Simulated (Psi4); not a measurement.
# UHF/STO-3G run of S2 (sulfur dimer)

Aim: the vertical ionisation energy of S2 (sulfur dimer) at UHF/STO-3G, from 2 runs. 

The calculation is run with Psi4 1.11.

3 further runs of the same task are left out: 1 that didn't finish, 2 set aside as unsound or not needed.

### 1 The molecule

The species is S2 (2 atoms), meant as a triplet with charge 0. SMILES: `S=S`. The bond length is the measured one.

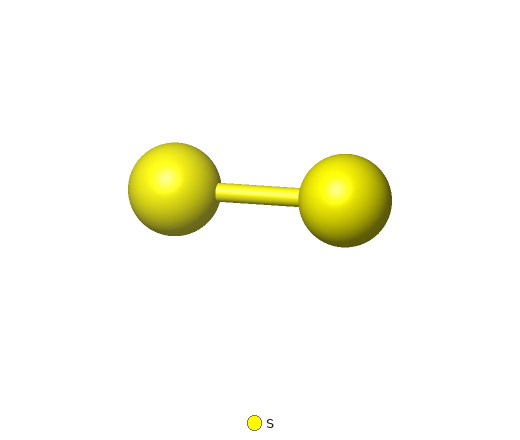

The structure, seen from a chosen angle (sulfur yellow).

### 2 Energy and forces at UHF/STO-3G

Contents of input.dat:

```
memory 1600 MB

molecule geom {
  0 3
  S
  S 1 R2

  R2 = 1.8892
  symmetry c1
  no_reorient
  no_com
}

set basis STO-3G
set reference uhf
set puream true
set e_convergence 1e-09
set d_convergence 1e-08
set scf_type pk
set maxiter 100

E, wfn = gradient('hf', return_wfn=True)
oeprop(wfn, 'QUADRUPOLE', 'MAYER_INDICES', 'DIPOLE')
print_variables()
```

Command:

```bash
$ psi4 -i input.dat -o output.dat -n 1
```

output.dat:

```text
[...]
  Running in c1 symmetry.
[...]
  Nuclear repulsion =   71.707265472962106
[...]
  Multiplicity = 3
[...]
  Nalpha       = 17
  Nbeta        = 15
[...]
    Number of basis functions: 18
[...]
   @UHF iter   1:  -786.31155399457373   -8.50644e-01   4.98290e-03 ADIIS/DIIS
[...]
   @UHF iter   6:  -786.31972836631326   -2.59206e-11   8.41414e-09 DIIS
[...]
   @S^2 Observed:                2.003178650E+00
[...]
    Orbital Energies [Eh]
    ---------------------
    Alpha Occupied:
       1A    -90.720433     2A    -90.720345     3A     -8.640225
       4A     -8.638156     5A     -6.275632     6A     -6.275632
       7A     -6.274421     8A     -6.274421     9A     -6.266799
      10A     -6.265241    11A     -1.009842    12A     -0.734669
      13A     -0.415644    14A     -0.415644    15A     -0.373992
      16A     -0.245396    17A     -0.245396
    Alpha Virtual:
      18A      0.423251
    Beta Occupied:
[...]
  @UHF Final Energy:  -786.31972836631326
   => Energetics <=
    Nuclear Repulsion Energy =             71.7072654729621064
    One-Electron Energy =               -1237.7460373043518302
    Two-Electron Energy =                 379.7190434650765951
    Total Energy =                       -786.3197283663132566
  UHF NO Occupations:
  HONO-2 :   15  A 1.9984094
  HONO-1 :   16  A 1.0000000
[...]
  -Total Gradient:
     Atom            X                  Y                   Z
    ------   -----------------  -----------------  -----------------
       1        0.000000000000    -0.000000000000     0.001024405447
       2       -0.000000000000     0.000000000000    -0.001024405452
[...]
 Multipole Moments:
 ------------------------------------------------------------------------------------
     Multipole            Electronic (a.u.)      Nuclear  (a.u.)        Total (a.u.)
 ------------------------------------------------------------------------------------
 L = 1.  Multiply by 2.5417464519 to convert [e a0] to [Debye]
 Dipole X            :         -0.0000000            0.0000000           -0.0000000
 Dipole Y            :         -0.0000000            0.0000000           -0.0000000
 Dipole Z            :         -0.0000000           -0.0000000           -0.0000000
 Magnitude           :                                                    0.0000000
 L = 2.  Multiply by 1.3450342976 to convert [e a0^2] to [Debye ang]
 Quadrupole XX       :        -15.7236369            0.0000000          -15.7236369
 Quadrupole XY       :          0.0000000            0.0000000            0.0000000
[...]
```

Run time: 3.9 s. Hardware: 1 thread of Intel Xeon Platinum 8175M at 2.50GHz (Skylake/Cascade Lake), shared host; peak memory 0.18 GiB.

### 3 The doublet cation: a single-point energy at UHF/STO-3G

Contents of job.py:

```python
import psi4

psi4.set_memory('1600 MB')
psi4.set_num_threads(1)
psi4.set_output_file('s2.out', False)

mol = psi4.geometry("""
1 2
S      0.00000000     0.00000000     0.00000000
S      0.00000000     0.00000000     3.57007059
units bohr
symmetry c1
no_reorient
no_com
""")

psi4.set_options({
    'basis': 'STO-3G',
    'reference': 'uhf',
    'puream': True,
    'e_convergence': 1e-09,
    'd_convergence': 1e-08,
    'scf_type': 'pk',
    'maxiter': 100,
})

result, w = psi4.energy("hf", return_wfn=True)
psi4.oeprop(w, "LOWDIN_CHARGES", "WIBERG_LOWDIN_INDICES", "MAYER_INDICES")
print(f'total energy {result:.8f} hartree = {result * 27.211386:.5f} eV')
```

Command:

```bash
$ python job.py
```

s2.out:

```text
[...]
  Running in c1 symmetry.
[...]
  Nuclear repulsion =   71.707265597793125
[...]
  Multiplicity = 2
[...]
  Nalpha       = 16
  Nbeta        = 15
[...]
    Number of basis functions: 18
[...]
   @UHF iter   1:  -786.06351594330772   -6.02606e-01   5.66054e-03 ADIIS/DIIS
[...]
   @UHF iter   7:  -786.07535791973874   -4.54747e-13   2.66627e-10 DIIS
[...]
   @S^2 Observed:                7.508277406E-01
[...]
    Orbital Energies [Eh]
    ---------------------
    Alpha Occupied:
       1A    -91.218293     2A    -91.218209     3A     -9.107499
       4A     -9.105655     5A     -6.743300     6A     -6.742184
       7A     -6.735786     8A     -6.734396     9A     -6.733524
      10A     -6.732335    11A     -1.365216    12A     -1.045556
      13A     -0.769807    14A     -0.722715    15A     -0.665425
      16A     -0.599341
    Alpha Virtual:
      17A     -0.243316    18A      0.051154
    Beta Occupied:
[...]
  @UHF Final Energy:  -786.07535791973874
   => Energetics <=
    Nuclear Repulsion Energy =             71.7072655977931248
    One-Electron Energy =               -1224.0777657412731969
    Two-Electron Energy =                 366.2951422237413226
    Total Energy =                       -786.0753579197387353
  UHF NO Occupations:
  HONO-2 :   14  A 1.9999999
  HONO-1 :   15  A 1.9995861
[...]
 Multipole Moments:
 ------------------------------------------------------------------------------------
     Multipole            Electronic (a.u.)      Nuclear  (a.u.)        Total (a.u.)
 ------------------------------------------------------------------------------------
 L = 1.  Multiply by 2.5417464519 to convert [e a0] to [Debye]
 Dipole X            :          0.0000000            0.0000000            0.0000000
 Dipole Y            :          0.0000000            0.0000000            0.0000000
 Dipole Z            :        -55.3360941           57.1211294            1.7850353
 Magnitude           :                                                    1.7850353
[...]
```

On the terminal:

```text
total energy -786.07535792 hartree = -21390.19999 eV
```

Run time: 3.3 s. Hardware: 1 thread of Intel Xeon Platinum 8175M at 2.50GHz (Skylake/Cascade Lake), shared host; peak memory 0.18 GiB.

### 4 Results

Level: UHF/STO-3G.

```
                                          quantity          value
                          triplet S2: total energy  -786.31973 Eh
                         triplet S2: dipole moment         0.00 D
    triplet S2: HOMO energy (highest over α and β)       -6.65 eV
     triplet S2: LUMO energy (lowest over α and β)        5.05 eV
                                  triplet S2: ⟨S²⟩          2.003
              triplet S2: largest force on an atom     0.053 eV/Å
                      doublet cation: total energy  -786.07536 Eh
doublet cation: HOMO energy (highest over α and β)      -16.31 eV
 doublet cation: LUMO energy (lowest over α and β)       -6.62 eV
                              doublet cation: ⟨S²⟩          0.751
vertical ionisation energy (to the doublet cation)       6.650 eV
```

The vertical ionisation energy comes to 6.65 eV (642 kJ/mol). In a minimal basis such a difference can be off by several eV, whatever the method.
